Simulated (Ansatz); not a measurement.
# FHInO (doublet): what the fields show

```xyz
4

O    -1.8471   -0.6459    0.0468
In    0.0297    0.1248   -0.0870
F     1.2690   -1.0870    0.8664
H     0.6039    1.5479   -0.8466
```

Core potentials replace the inner electrons of In.

The calculation used UKS PBE-D4/def2-SVP (Ansatz).

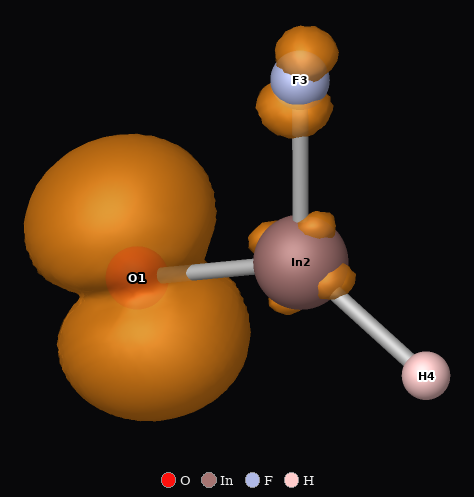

Figure 1. Isosurfaces of the spin density (α minus β) at +0.015 (orange) and −0.015 e/Å³ (purple), seen at a tilt.

**Which atoms carry the spin?**

The unpaired spin (1 electron) lies mostly on O1 (about 1.0), in electrons by Hirshfeld's partition.

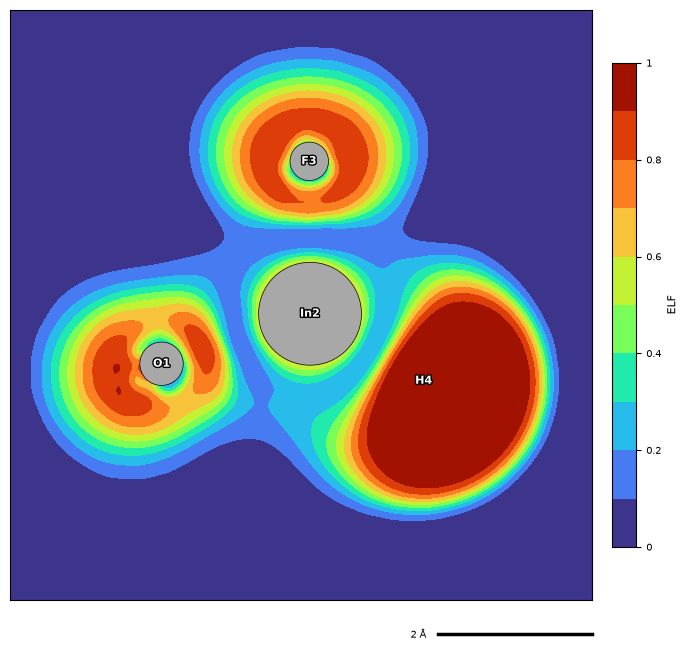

Figure 2. ELF on the molecular plane. Grey discs cover the atomic cores.

**Read the bonding off the picture.**

Atoms in the plane: O, In, F and H. In–F (1.98 Å): the ELF peaks at about 0.80 in the valence shell of F, 0.5 Å from its nucleus, and drops to about 0.10 between the two atoms. In–O (2.03 Å): the ELF peaks at about 0.85 in the valence shell of O, 0.6 Å from its nucleus, and drops to about 0.15 between the two atoms. In–H (1.71 Å): the ELF climbs to about 1 towards the hydrogen. The ELF also peaks beside O1 and F3, away from the bonds: non-bonding electrons, paired or unpaired.

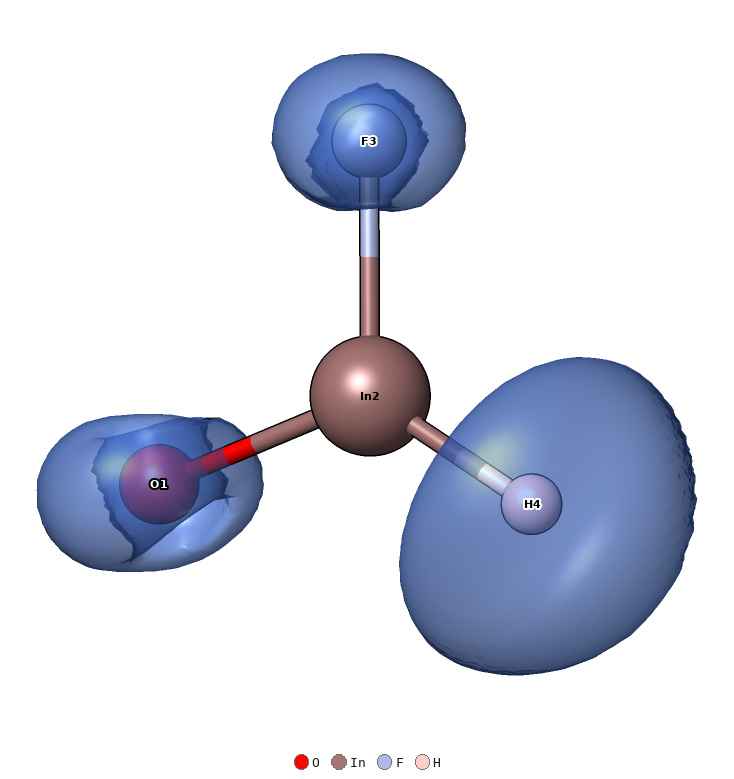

Figure 3. Isosurface of the ELF at 0.8 (blue), seen at a tilt. Only the valence region is drawn (cores and ρ < 0.01 e/Å³ removed).

**Where are the electrons localised?**

The surface consists of one region around a hydrogen nucleus, one region wrapped around F (its valence shell) and one region wrapped around O (its valence shell).
